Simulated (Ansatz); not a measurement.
# Geometry relaxation of SiN3H7O (part 2 of 2)

Continued. System: SiN3H7O. Method: RKS PBE/STO-3G (Ansatz 0.2.0). It belongs to a series of runs on one base structure; here: start relaxed.

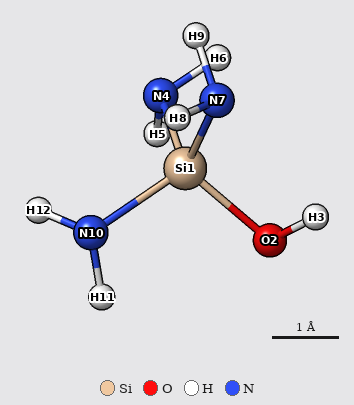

The geometry at step 17 of the log (ball-and-stick view, seen at a tilt; atoms are numbered from 1 in the order of the input).

## Trajectory as extended XYZ, continued
```
12
Properties=species:S:1:pos:R:3:forces:R:3 step=8 energy=-14318.14415
Si   -0.0835   -0.0383   -0.0473    0.0640  -0.0663   0.1400
O     0.1875   -0.2799    1.6416   -0.2792   0.0728   0.0299
H    -0.6895    0.0681    2.0792    0.2476  -0.0730  -0.2240
N     1.5265   -0.0862   -0.8552    0.3000  -0.1187   0.0705
H     2.1473   -0.7521   -0.2894   -0.2036   0.1495  -0.1430
H     2.0138    0.8461   -0.6771   -0.0955  -0.0386   0.0155
N    -0.9102    1.4969   -0.3514   -0.0180   0.3134  -0.1242
H    -1.7328    1.3554   -1.0034    0.1511  -0.0363   0.0713
H    -0.2881    2.1974   -0.8507   -0.1403  -0.1840   0.0948
N    -1.1898   -1.3099   -0.6647   -0.0117  -0.3829   0.0439
H    -0.9883   -2.2200   -0.1381   -0.0291   0.2787  -0.1578
H    -0.8967   -1.5589   -1.6604    0.0147   0.0856   0.1831
12
Properties=species:S:1:pos:R:3:forces:R:3 step=9 energy=-14318.15419
Si   -0.0888   -0.0415   -0.0484    0.1172   0.0510   0.1538
O     0.1756   -0.2927    1.6368   -0.1790   0.0969   0.0212
H    -0.6902    0.1018    2.0484    0.1482  -0.0498  -0.0302
N     1.5188   -0.0885   -0.8747    0.0169  -0.0093   0.0396
H     2.1202   -0.7643   -0.3075    0.0013   0.0219  -0.0507
H     1.9947    0.8405   -0.6524    0.0093  -0.0261  -0.0068
N    -0.9114    1.5121   -0.3299   -0.0741  -0.0254   0.0404
H    -1.7116    1.3478   -1.0015   -0.0562   0.0058  -0.0162
H    -0.2853    2.1879   -0.8489    0.0679  -0.0007  -0.0221
N    -1.2016   -1.3191   -0.6514    0.0393  -0.1626  -0.0482
H    -0.9468   -2.2249   -0.1466   -0.0367   0.1126   0.0063
H    -0.8773   -1.5405   -1.6409   -0.0542  -0.0144  -0.0870
12
Properties=species:S:1:pos:R:3:forces:R:3 step=11 energy=-14318.16049
Si   -0.0903   -0.0464   -0.0374   -0.0075  -0.1507  -0.1471
O     0.1435   -0.3091    1.6456    0.0103  -0.0313   0.0526
H    -0.6708    0.1715    2.0588   -0.0184   0.0325   0.0076
N     1.5172   -0.0720   -0.8686   -0.1172   0.0750  -0.0173
H     2.1306   -0.7713   -0.3504   -0.0018  -0.0338   0.0330
H     1.9978    0.8474   -0.6223    0.0247  -0.0175   0.0090
N    -0.9086    1.5174   -0.3075    0.0503   0.0019   0.0529
H    -1.7326    1.3453   -0.9503   -0.0292  -0.0063  -0.0268
H    -0.2769    2.1440   -0.8832   -0.0173   0.0473  -0.0273
N    -1.1910   -1.3246   -0.6850    0.0977   0.1243   0.0448
H    -0.9792   -2.2216   -0.1530    0.0016  -0.0319  -0.0078
H    -0.8436   -1.5621   -1.6637    0.0066  -0.0095   0.0265
12
Properties=species:S:1:pos:R:3:forces:R:3 step=12 energy=-14318.16335
Si   -0.0948   -0.0507   -0.0421   -0.0431  -0.0625  -0.1270
O     0.1144   -0.3473    1.6394    0.2359  -0.2101  -0.1423
H    -0.6073    0.2480    2.0534   -0.3073   0.2633   0.2051
N     1.5111   -0.0462   -0.8650   -0.0558  -0.0614  -0.1016
H     2.1090   -0.7908   -0.3952    0.0092  -0.0464   0.0115
H     2.0138    0.8413   -0.5645    0.0251   0.0778   0.0392
N    -0.9147    1.5163   -0.2962    0.0231   0.0105   0.0771
H    -1.7528    1.3400   -0.9209   -0.0085  -0.0139   0.0091
H    -0.2990    2.1402   -0.8920    0.0112   0.0236  -0.0121
N    -1.1778   -1.3211   -0.7228    0.0686   0.0928   0.1325
H    -1.0313   -2.2038   -0.1505   -0.0205  -0.0754   0.0911
H    -0.7741   -1.6075   -1.6607    0.0621   0.0017  -0.1826
12
Properties=species:S:1:pos:R:3:forces:R:3 step=14 energy=-14318.17077
Si   -0.1033   -0.0550   -0.0673    0.0565   0.2853  -0.2733
O     0.0378   -0.3859    1.6144   -0.5119   0.4663   0.4423
H    -0.5722    0.3601    2.0312    0.4568  -0.4784  -0.3092
N     1.5083   -0.0060   -0.8946   -0.0399  -0.0208   0.0784
H     2.0626   -0.8331   -0.5040   -0.0023   0.0940  -0.0557
H     2.0414    0.8168   -0.4676   -0.0403  -0.0905  -0.0179
N    -0.8986    1.5529   -0.2461    0.0932  -0.2217   0.0704
H    -1.8136    1.3822   -0.7628    0.1109   0.0694  -0.0243
H    -0.3314    2.1245   -0.9428   -0.1208  -0.0776   0.0084
N    -1.1179   -1.3373   -0.8152    0.1431  -0.2892   0.0372
H    -1.1340   -2.1484   -0.1167   -0.0276   0.1177  -0.2548
H    -0.5827   -1.7522   -1.6456   -0.1177   0.1456   0.2985
12
Properties=species:S:1:pos:R:3:forces:R:3 step=15 energy=-14318.19050
Si   -0.1246   -0.0623   -0.0627   -0.2732  -0.4207   0.1910
O    -0.1545   -0.4405    1.6187   -0.0704   0.5321   0.1867
H    -0.4424    0.4771    2.0221    0.1453  -0.3665  -0.0998
N     1.4789    0.0235   -0.8705    0.2124   0.0242  -0.0176
H     2.0487   -0.8353   -0.5950   -0.1228   0.0575  -0.0088
H     2.0392    0.8030   -0.4092   -0.0230   0.0184  -0.0252
N    -0.8827    1.5449   -0.2439   -0.0120   0.2552  -0.2107
H    -1.8124    1.4341   -0.7466    0.0048  -0.1341   0.1509
H    -0.3250    2.0997   -0.9588    0.0693  -0.0180   0.0658
N    -1.0749   -1.3859   -0.7844    0.0069   0.3209  -0.1634
H    -1.0710   -2.2162   -0.1309    0.0519  -0.0781   0.0119
H    -0.5831   -1.7234   -1.6560    0.0107  -0.1908  -0.0809
12
Properties=species:S:1:pos:R:3:forces:R:3 step=17 energy=-14318.20982
Si   -0.1246   -0.0708   -0.0572    0.0375  -0.0010   0.0329
O    -0.1073   -0.4084    1.6339   -0.0594  -0.0099  -0.0627
H    -0.4478    0.4876    2.0190    0.0244   0.0285   0.0149
N     1.4847    0.0215   -0.8690   -0.0330   0.0225  -0.0148
H     2.0439   -0.8349   -0.5743    0.0212  -0.0322   0.0051
H     2.0348    0.8029   -0.3979   -0.0097   0.0072   0.0042
N    -0.8680    1.5507   -0.2386   -0.0145   0.0069  -0.0377
H    -1.8279    1.4134   -0.6756    0.0549   0.0226   0.0364
H    -0.3414    2.0682   -1.0043   -0.0459  -0.0442   0.0225
N    -1.0815   -1.3681   -0.8273    0.0594  -0.0397  -0.0444
H    -1.1272   -2.1968   -0.1658   -0.0039   0.0189  -0.0167
H    -0.5413   -1.7467   -1.6600   -0.0309   0.0203   0.0603
12
Properties=species:S:1:pos:R:3:forces:R:3 step=18 energy=-14318.21745
Si   -0.1359   -0.0822   -0.0530    0.0697   0.0362   0.0313
O    -0.1799   -0.4202    1.6381   -0.0978   0.1720  -0.0087
H    -0.4089    0.5180    2.0184    0.0733  -0.1684  -0.0502
N     1.4708    0.0424   -0.8568    0.0685  -0.0839   0.0049
H     2.0409   -0.8218   -0.6053   -0.0129   0.0275  -0.0025
H     2.0189    0.8114   -0.3650   -0.0092   0.0000  -0.0032
N    -0.8253    1.5585   -0.2446   -0.0589   0.0694  -0.0719
H    -1.8270    1.4550   -0.5850    0.0426   0.0345   0.0272
H    -0.3455    2.0146   -1.0787   -0.0800  -0.0697   0.0774
N    -1.0640   -1.3839   -0.8390    0.0073  -0.0259  -0.0115
H    -1.1329   -2.2130   -0.1830   -0.0098   0.0092   0.0144
H    -0.5150   -1.7602   -1.6630    0.0073  -0.0009  -0.0072
12
Properties=species:S:1:pos:R:3:forces:R:3 step=19 energy=-14318.21761
Si   -0.1367   -0.0803   -0.0609    0.0230  -0.0297   0.0101
O    -0.2273   -0.4248    1.6282   -0.1014   0.5901   0.1526
H    -0.3503    0.5432    2.0126    0.0826  -0.5967  -0.1899
N     1.4827    0.0353   -0.8429    0.0274  -0.0039   0.0208
H     2.0476   -0.8312   -0.5861   -0.0487   0.0505   0.0145
H     2.0259    0.8044   -0.3447   -0.0035  -0.0228  -0.0264
N    -0.8136    1.5692   -0.2470   -0.1160   0.1127  -0.2908
H    -1.8515    1.4780   -0.4920    0.3429   0.0252   0.0380
H    -0.3975    1.9792   -1.1440   -0.2020  -0.1062   0.2452
N    -1.0485   -1.3801   -0.8683    0.0002  -0.0900   0.0258
H    -1.1592   -2.1998   -0.2037    0.0072   0.0590  -0.0529
H    -0.4752   -1.7745   -1.6682   -0.0117   0.0118   0.0528
12
Properties=species:S:1:pos:R:3:forces:R:3 step=21 energy=-14318.23157
Si   -0.1393   -0.0816   -0.0723    0.0273   0.1495  -0.0123
O    -0.2978   -0.4402    1.6036    0.0080  -0.2851  -0.0651
H    -0.3049    0.4949    2.0311    0.0120   0.2053   0.0368
N     1.4871    0.0158   -0.8367   -0.0710   0.0171   0.0022
H     2.0681   -0.8080   -0.5026    0.0444  -0.0546   0.0184
H     2.0038    0.8395   -0.4073    0.0146   0.0282   0.0147
N    -0.7741    1.5825   -0.2660    0.0089  -0.0091  -0.0056
H    -1.8250    1.5208   -0.4012   -0.0281   0.0059   0.0114
H    -0.4480    1.9508   -1.2067    0.0129  -0.0045  -0.0197
N    -1.0419   -1.3787   -0.8896   -0.0212  -0.0176   0.0167
H    -1.1860   -2.1794   -0.2126   -0.0344  -0.0339   0.0179
H    -0.4458   -1.7978   -1.6568    0.0268  -0.0013  -0.0155
12
Properties=species:S:1:pos:R:3:forces:R:3 step=22 energy=-14318.23422
Si   -0.1389   -0.0792   -0.0831    0.0150   0.0617  -0.0029
O    -0.3100   -0.4616    1.5870    0.0054   0.0314   0.0425
H    -0.2877    0.4734    2.0279    0.0113  -0.0344  -0.0183
N     1.4922    0.0181   -0.8357   -0.0056  -0.0298   0.0284
H     2.0790   -0.7960   -0.4808   -0.0129   0.0283  -0.0120
H     1.9982    0.8557   -0.4184   -0.0078  -0.0103   0.0018
N    -0.7640    1.5892   -0.2717    0.0092  -0.0154  -0.0072
H    -1.8208    1.5402   -0.3644    0.0024   0.0016  -0.0043
H    -0.4682    1.9415   -1.2291   -0.0101  -0.0060   0.0050
N    -1.0367   -1.3777   -0.9048    0.0060  -0.0089  -0.0240
H    -1.2313   -2.1543   -0.2113   -0.0040  -0.0076  -0.0121
H    -0.4155   -1.8309   -1.6327   -0.0086  -0.0105   0.0032
12
Properties=species:S:1:pos:R:3:forces:R:3 step=24 energy=-14318.23483
Si   -0.1401   -0.0786   -0.0843   -0.0005   0.0218   0.0192
O    -0.3143   -0.4624    1.5866   -0.0033  -0.0024  -0.0152
H    -0.2559    0.4686    2.0309    0.0023   0.0024   0.0014
N     1.4932    0.0185   -0.8264   -0.0016  -0.0135  -0.0039
H     2.0813   -0.7911   -0.4671    0.0024   0.0032  -0.0018
H     1.9942    0.8604   -0.4134   -0.0002   0.0000   0.0023
N    -0.7612    1.5903   -0.2791    0.0039  -0.0042   0.0076
H    -1.8201    1.5451   -0.3460   -0.0019   0.0000  -0.0042
H    -0.4876    1.9265   -1.2487   -0.0034  -0.0009  -0.0013
N    -1.0341   -1.3736   -0.9172    0.0076  -0.0141  -0.0095
H    -1.2570   -2.1444   -0.2258   -0.0018   0.0020   0.0049
H    -0.4019   -1.8408   -1.6265   -0.0035   0.0059   0.0005
12
Properties=species:S:1:pos:R:3:forces:R:3 step=25 energy=-14318.23484
Si   -0.1404   -0.0765   -0.0839   -0.0058  -0.0099  -0.0012
O    -0.3179   -0.4611    1.5859    0.0032  -0.0017   0.0007
H    -0.2529    0.4685    2.0322   -0.0008  -0.0002  -0.0001
N     1.4931    0.0156   -0.8265    0.0001   0.0137   0.0036
H     2.0796   -0.7943   -0.4652   -0.0004  -0.0010   0.0004
H     1.9966    0.8573   -0.4159   -0.0024  -0.0035  -0.0018
N    -0.7634    1.5917   -0.2786    0.0067   0.0027  -0.0055
H    -1.8223    1.5438   -0.3470    0.0006  -0.0008   0.0004
H    -0.4902    1.9287   -1.2481    0.0001  -0.0019   0.0009
N    -1.0325   -1.3732   -0.9170   -0.0021   0.0084   0.0024
H    -1.2534   -2.1443   -0.2256   -0.0006  -0.0031   0.0007
H    -0.4000   -1.8376   -1.6274    0.0015  -0.0027  -0.0005
```

This output came from the following input.

## The input
```yaml
crystal:
  periodic: [false, false, false]
  atoms:
    - { symbol: Si, position_ang: [0.0, 0.0, 0.0] }
    - { symbol: O, position_ang: [0.0, 0.0, 1.68] }
    - { symbol: H, position_ang: [-0.9095, -0.2814, 2.0171] }
    - { symbol: "N", position_ang: [1.7163, 0.0, -0.6061] }
    - { symbol: H, position_ang: [2.2145, -0.918, -0.7868] }
    - { symbol: H, position_ang: [2.2175, 0.918, -0.7783] }
    - { symbol: "N", position_ang: [-0.8572, 1.4851, -0.6061] }
    - { symbol: H, position_ang: [-1.8773, 1.43, -0.8888] }
    - { symbol: H, position_ang: [-0.3367, 2.4058, -0.6766] }
    - { symbol: "N", position_ang: [-0.8572, -1.4851, -0.6061] }
    - { symbol: H, position_ang: [-1.3922, -2.1014, 0.0704] }
    - { symbol: H, position_ang: [-0.8219, -1.7344, -1.6357] }
basis:
  gaussian: { orbitals: STO-3G }
hamiltonian:
  xc: pbe
relax:
  f_tol: 0.02
  max_steps: 40
```

Command:
```bash
ansatz run input.yaml --threads 1 --pin off --max-ram 2048MiB --backend cpu --events-out ev --progress --plain --runs-dir out
```

## Results in brief

```json
{"quantity": "outcome", "value": "converged"}
{"quantity": "total energy", "value": "−14318.2349 eV"}
{"quantity": "mean-field energy", "value": "−14318.2349 eV"}
{"quantity": "largest force (length of the vector) at the end", "value": "0.014 eV/Å"}
{"quantity": "hardware", "value": "1 thread of Arm Neoverse V1, 24 GiB of memory available, shared host"}
{"quantity": "wall time", "value": "66 s"}
{"quantity": "peak memory", "value": "0.12 GiB"}
```
